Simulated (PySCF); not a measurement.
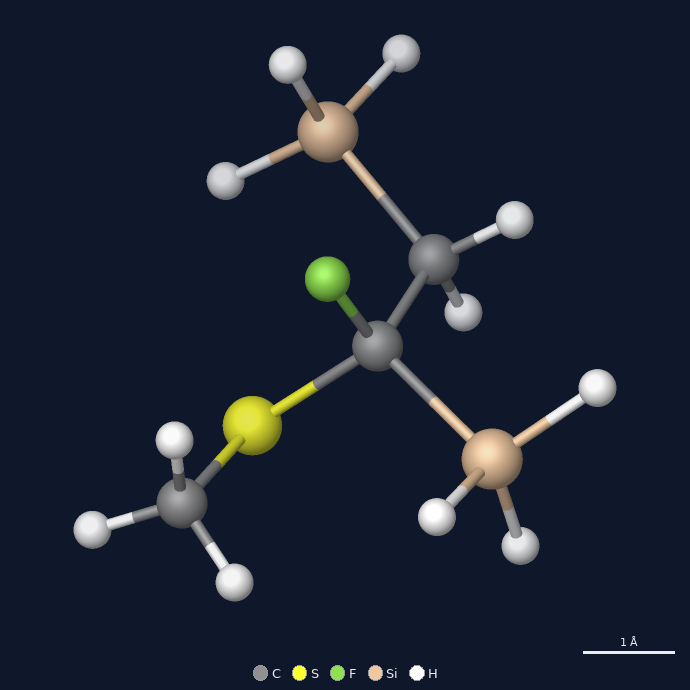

A ball-and-stick model of a molecule. Every bond is drawn as one stick, whatever its order.

The geometry was computed by an optimisation with GFN2-xTB. No frequency run is at hand to confirm it as a minimum.

What does the picture show?

The molecule is C₃H₁₁FSSi₂. As SMILES it reads `CS[C@@](F)([SiH3])C[SiH3]`. It has no ring. Among its groups: thioether, C–F bond, Si–H bond. The point group is C1. Coordination: 3 C tetrahedral; 1 S bent; 2 Si tetrahedral.

More results for the same structure follow; atom numbers are the same in all pictures, views and colours differ.

### Dipole moment

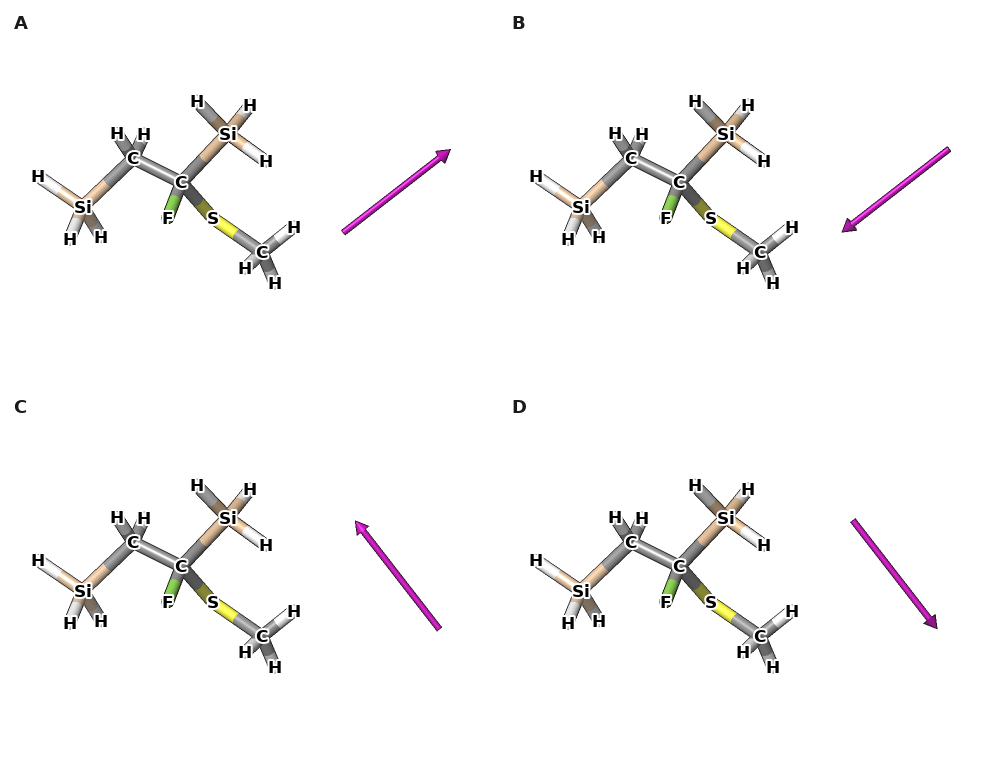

The same molecule four times, each with an arrow. No frequency run is at hand to confirm it as a minimum. Properties computed with B3LYP/def2-SVPD, gas phase (PySCF 2.14.0).

> Which arrow points along the dipole moment, from the negative to the positive end?

A. The dipole moment is 1.43 D.

### Excitation

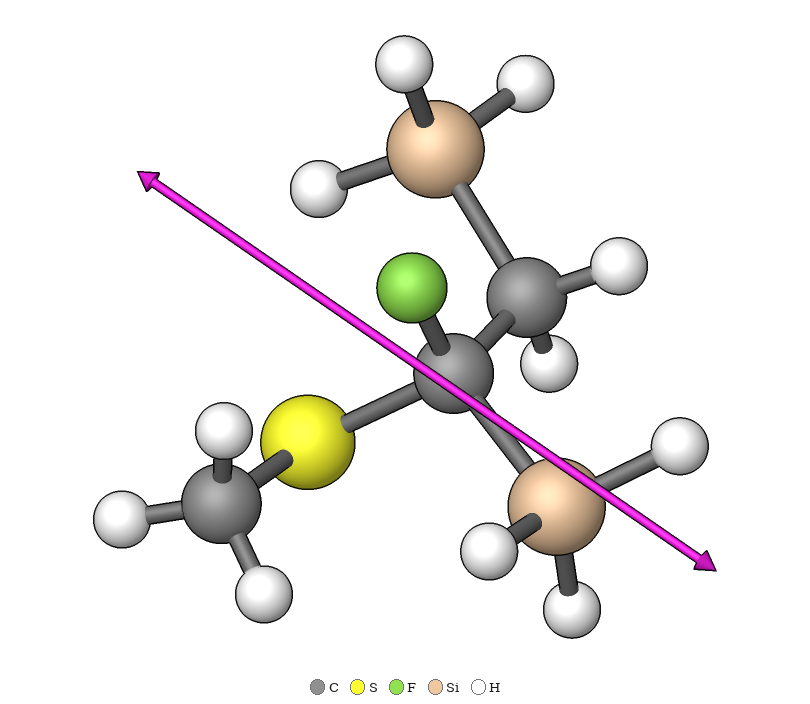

The double arrow shows the direction of the transition dipole to excited singlet state 6 (its length means nothing). No frequency run is at hand to confirm it as a minimum. Method: TDDFT B3LYP/def2-SVPD, vertical, gas phase, core orbitals frozen in the response (PySCF 2.14.0).

> Give its energy, strength and character.

6.54 eV (190 nm), oscillator strength 0.016, mainly HOMO → LUMO+5 (weight 0.81); transition dipole 0.81 D.

### Polarisability

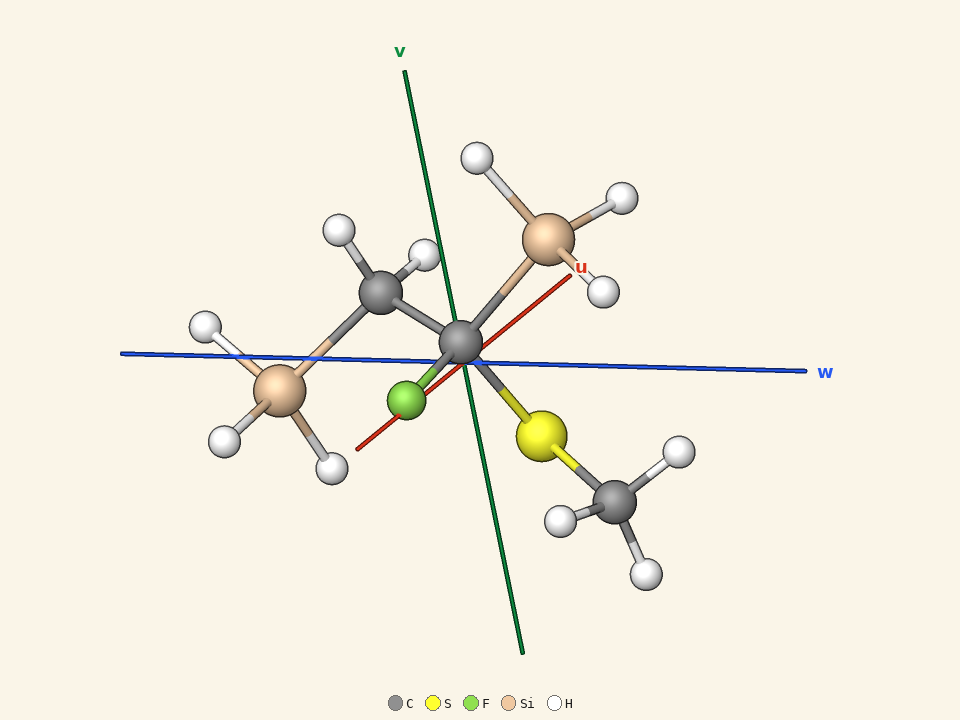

The lines u, v and w are the principal axes of the static dipole polarisability. No frequency run is at hand to confirm it as a minimum. Computed with B3LYP/def2-SVPD (PySCF 2.14.0).

> Along which axis is the molecule most polarisable, and along which least?

Most along w, least along u.

> Give the three principal values.

u 95.1, v 117.2, w 130.0 bohr³; mean 114.1, anisotropy 30.5 bohr³.

The geometry is semi-empirical. Around Si such bond lengths and angles can be off by a tenth of an ångström or more and by several degrees, and values that hang on the shape move with them.
